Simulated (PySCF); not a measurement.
# CH6BrNSi (SMILES C[SiH](N)Br): levels of theory compared

Aim: a comparison of 6 runs (HF/STO-3G, HF/def2-SVP, M06-2X/STO-3G, B3LYP/6-31G*, PBE/cc-pVDZ) of CH6BrNSi. The job is set up through a Python script.

The calculation is run with PySCF 2.14.0.

## (1) The structure to begin with

CH6BrNSi has 10 atoms, charge 0, and is taken as a singlet. SMILES: `C[SiH](N)Br`. The shape is that of a PBE0-D4/def2-TZVP optimisation. This is one conformer, not always the lowest.

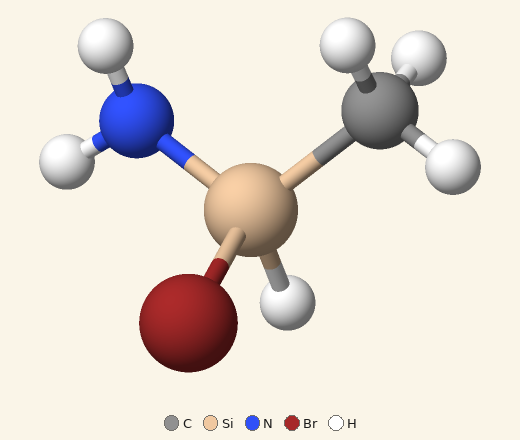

Viewed from a chosen angle; carbon grey, silicon light orange, nitrogen blue, bromine red, hydrogen white.

## (2) Energy and gradient at HF/STO-3G (run 1)

The input, job.py:

```python
# C[SiH](N)Br
from pyscf import gto

mol = gto.Mole()
mol.atom = [
    ('C', (-0.925600, 0.999400, -0.347100)),
    ('Si', (-0.120000, -0.618300, 0.065500)),
    ('N', (1.384300, -0.347800, 0.823300)),
    ('Br', (0.027900, -1.781000, -1.860100)),
    ('H', (-0.295200, 1.581700, -1.023600)),
    ('H', (-1.092300, 1.581400, 0.562500)),
    ('H', (-1.884000, 0.834300, -0.842500)),
    ('H', (-0.922000, -1.480500, 0.962300)),
    ('H', (2.038900, 0.301900, 0.415800)),
    ('H', (1.871200, -1.122100, 1.247000)),
]
mol.verbose = 4
mol.basis = 'sto-3g'
mol.spin = 0
mol.max_memory = 1860
mol.charge = 0
mol.build()

mf = mol.RHF()
mf.conv_tol = 1e-10
mf.kernel()
if not mf.converged:
    mf = mf.newton().run(mf.mo_coeff, mf.mo_occ)

energy = mf.e_tot
print('E = %.10f Eh' % energy)
grad = mf.nuc_grad_method().kernel()
mf.analyze()
```

Run with:

```console
$ OMP_NUM_THREADS=1 python job.py
```

What it wrote:

```text
PySCF version 2.14.0

[... 78 lines left out ...]
Total Energy =                       -2924.994395647377587
[... 7 lines left out ...]
MO #1   energy= -484.396430447557  occ= 2
[... 5 lines left out ...]
MO #7   energy= -15.2647488558235  occ= 2
[... 5 lines left out ...]
MO #13  energy= -6.03115863216901  occ= 2
[... 5 lines left out ...]
MO #19  energy= -2.18177414725928  occ= 2
[... 5 lines left out ...]
MO #25  energy= -0.648213507503699 occ= 2
[... 5 lines left out ...]
MO #31  energy= -0.402540546118672 occ= 2
[... 5 lines left out ...]
MO #37  energy= 0.503955357237813  occ= 0
[... 5 lines left out ...]
MO #43  energy= 0.772001591767947  occ= 0
[... 56 lines left out ...]
Dipole moment(X, Y, Z, Debye):  0.44801,  1.27798,  1.72867
```

It took 2.9 s on 1 thread of Intel Xeon at 2.70GHz, shared host; peak memory 0.12 GiB.

## (3) Energy and forces at HF/def2-SVP (run 2)

The input, input.py:

```python
from pyscf import gto

mol = gto.Mole()
mol.atom = '''
C     -1.749131     1.888592    -0.655924
Si    -0.226767    -1.168418     0.123777
N      2.615948    -0.657247     1.555812
Br     0.052723    -3.365602    -3.515080
H     -0.557847     2.988980    -1.934324
H     -2.064148     2.988413     1.062971
H     -3.560244     1.576599    -1.592094
H     -1.742327    -2.797740     1.818483
H      3.852963     0.570508     0.785748
H      3.536056    -2.120462     2.356488
'''
mol.basis = 'def2-svp'
mol.verbose = 4
mol.max_memory = 1860
mol.unit = 'bohr'
mol.charge = 0
mol.build()

mf = mol.RHF()
mf.conv_tol = 1e-10
mf.kernel()
if not mf.converged:
    mf = mf.newton().run(mf.mo_coeff, mf.mo_occ)

e_tot = mf.e_tot
print('Final energy', e_tot)
grad = mf.nuc_grad_method().kernel()
mf.analyze()
```

Run with:

```console
$ OMP_NUM_THREADS=1 python input.py
```

What it wrote:

```text
PySCF version 2.14.0

[... 81 lines left out ...]
Nuclear Repulsion Energy =             327.854734980716842
[... 15 lines left out ...]
MO #10  energy= -7.41922225215917  occ= 2
[... 13 lines left out ...]
MO #24  energy= -0.944581608665207 occ= 2
[... 13 lines left out ...]
MO #38  energy= 0.220754084092057  occ= 0
[... 13 lines left out ...]
MO #52  energy= 0.716761874571235  occ= 0
[... 13 lines left out ...]
MO #66  energy= 0.998526366671252  occ= 0
[... 13 lines left out ...]
MO #80  energy= 1.8209141347837    occ= 0
[... 13 lines left out ...]
MO #94  energy= 2.75808024244133   occ= 0
[... 13 lines left out ...]
MO #108 energy= 4.16877428119757   occ= 0
[... 121 lines left out ...]
Dipole moment(X, Y, Z, Debye):  0.96283,  1.47169,  1.48458
```

Run time: 14 s. Hardware: 1 thread of Intel Xeon at 2.70GHz, shared host; peak memory 0.25 GiB.

Runs 3 to 4 aren't shown in full; the table further down has their settings and results.

## (4) Energy and forces at B3LYP/6-31G(d) (Cartesian functions) (run 5)

The input, run.py:

```python
# C[SiH](N)Br
import pyscf.grad
from pyscf import gto, dft

mol = gto.M(
    atom='''
C       -0.925600       0.999400      -0.347100
Si      -0.120000      -0.618300       0.065500
N        1.384300      -0.347800       0.823300
Br       0.027900      -1.781000      -1.860100
H       -0.295200       1.581700      -1.023600
H       -1.092300       1.581400       0.562500
H       -1.884000       0.834300      -0.842500
H       -0.922000      -1.480500       0.962300
H        2.038900       0.301900       0.415800
H        1.871200      -1.122100       1.247000
''',
    verbose=4,
    charge=0,
    spin=0,
    basis='6-31g*',
    cart=True,
    max_memory=1860,
)

calc0 = dft.RKS(mol, xc='b3lyp')
calc0.conv_tol = 1e-10
calc0.grids.level = 5
calc0.kernel()
if not calc0.converged:
    calc0 = calc0.newton().run(calc0.mo_coeff, calc0.mo_occ)

e_tot = calc0.e_tot
print('E(%s) = %.9f' % ('B3LYP', e_tot))
grad = calc0.Gradients().kernel()
calc0.analyze()
```

Run with:

```console
$ OMP_NUM_THREADS=1 python run.py
```

What it wrote:

```text
PySCF version 2.14.0

[... 106 lines left out ...]
MO #5   energy= -56.3106048481103  occ= 2
[... 12 lines left out ...]
MO #18  energy= -2.59911321777212  occ= 2
[... 12 lines left out ...]
MO #31  energy= -0.34523349297605  occ= 2
[... 12 lines left out ...]
MO #44  energy= 0.227849067541393  occ= 0
[... 12 lines left out ...]
MO #57  energy= 0.635522441781883  occ= 0
[... 12 lines left out ...]
MO #70  energy= 1.01169194753342   occ= 0
[... 12 lines left out ...]
MO #83  energy= 2.2530821329439    occ= 0
[... 12 lines left out ...]
MO #96  energy= 90.4224624838633   occ= 0
[... 109 lines left out ...]
Dipole moment(X, Y, Z, Debye):  1.03156,  1.62912,  1.56685
```

Run time: 41 s. Hardware: 1 thread of Intel Xeon at 2.70GHz, shared host; peak memory 0.95 GiB.

## (5) Energy and forces at PBE/cc-pVDZ (run 6)

The input, mol.xyz:

```xyz
10

C     -0.925600     0.999400    -0.347100
Si    -0.120000    -0.618300     0.065500
N      1.384300    -0.347800     0.823300
Br     0.027900    -1.781000    -1.860100
H     -0.295200     1.581700    -1.023600
H     -1.092300     1.581400     0.562500
H     -1.884000     0.834300    -0.842500
H     -0.922000    -1.480500     0.962300
H      2.038900     0.301900     0.415800
H      1.871200    -1.122100     1.247000
```

The input, run.py:

```python
from pyscf import gto, dft

mol = gto.Mole()
mol.atom = 'mol.xyz'
mol.basis = 'cc-pvdz'
mol.verbose = 4
mol.max_memory = 1860
mol.build()

mf = dft.RKS(mol, xc='pbe')
mf.grids.level = 5
mf.conv_tol = 1e-10
mf.kernel()
if not mf.converged:
    mf = mf.newton().run(mf.mo_coeff, mf.mo_occ)

energy = mf.e_tot
print('E(%s) = %.9f' % ('PBE', energy))
grad = mf.nuc_grad_method().kernel()
dip = mf.dip_moment()
pop, q = mf.mulliken_pop()
```

Run with:

```console
$ OMP_NUM_THREADS=1 python run.py
```

What it wrote:

```text
PySCF version 2.14.0

[... 83 lines left out ...]
converged SCF energy = -2959.50285070185
[... 13 lines left out ...]
Dipole moment(X, Y, Z, Debye):  1.05242,  1.56162,  1.43599
[... 114 lines left out ...]
charge of    9H =      0.10062
```

It took 52 s on 1 thread of Intel Xeon at 2.70GHz, shared host; peak memory 1 GiB.

## (6) All runs side by side

```tsv
run	level	integration grid	Cartesian functions	energy (Eh)	dipole moment (D)	HOMO energy (eV)	LUMO energy (eV)	wall time
1	HF/STO-3G	–	no	-2924.994396	2.20	-7.94	9.54	2.9 s
2	HF/def2-SVP	–	no	-2956.778124	2.30	-10.79	4.41	14 s
3	M06-2X/STO-3G	5	no	-2927.512871	2.20	-5.81	5.98	24 s
4	B3LYP/6-31G* (spherical functions)	5	no	-2959.921671	2.50	-7.23	1.00	43 s
5	B3LYP/6-31G* (Cartesian functions)	5	yes	-2959.933842	2.48	-7.23	0.99	41 s
6	PBE/cc-pVDZ	5	no	-2959.502851	2.37	-6.04	0.41	52 s
```

## (7) Outcome

```
                       quantity           value
            run 6: total energy  -2959.50285 Eh
           run 6: dipole moment          2.37 D
             run 6: HOMO energy        -6.04 eV
             run 6: LUMO energy         0.41 eV
           run 6: HOMO–LUMO gap         6.44 eV
run 6: largest force on an atom      0.701 eV/Å
```

What this shows: The dipole moment (its size) runs from 2.20 D (HF/STO-3G) to 2.50 D (B3LYP/6-31G*). The two ends differ in method and basis. The HOMO–LUMO gap runs from 6.44 eV (PBE/cc-pVDZ) to 17.48 eV (HF/STO-3G). Totals of different functionals can't be ranked against each other. In runs 1, 3 the basis is minimal, so the values are rough. All runs together took 3 min, the longest 52 s.
